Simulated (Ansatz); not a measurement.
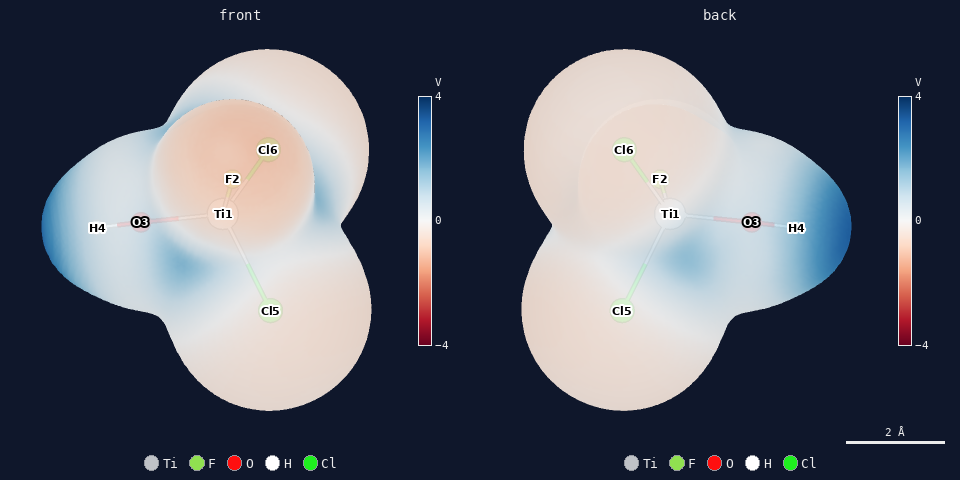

Figure. Cl2FHOTi. The molecular electrostatic potential painted on the density surface at 0.001 e/bohr³, seen from the front and from behind; the colour scale runs from red (negative) to blue (positive).

Computed with Ansatz, RHF/def2-SVP.

```json
{"atom": "Ti", "x (Å)": "-0.0498", "y (Å)": "-0.1058", "z (Å)": "0.0023"}
{"atom": "F", "x (Å)": "-0.0737", "y (Å)": "-0.0267", "z (Å)": "1.7206"}
{"atom": "O", "x (Å)": "1.5595", "y (Å)": "-0.3259", "z (Å)": "-0.5308"}
{"atom": "H", "x (Å)": "2.4230", "y (Å)": "-0.4654", "z (Å)": "-0.8898"}
{"atom": "Cl", "x (Å)": "-0.8610", "y (Å)": "1.7761", "z (Å)": "-0.8033"}
{"atom": "Cl", "x (Å)": "-1.2932", "y (Å)": "-1.8044", "z (Å)": "-0.6429"}
```

**Where is the surface potential most negative and most positive?**

The most negative region (about −1.0 V) lies over F2, the most positive (about +3.1 V) over H4.
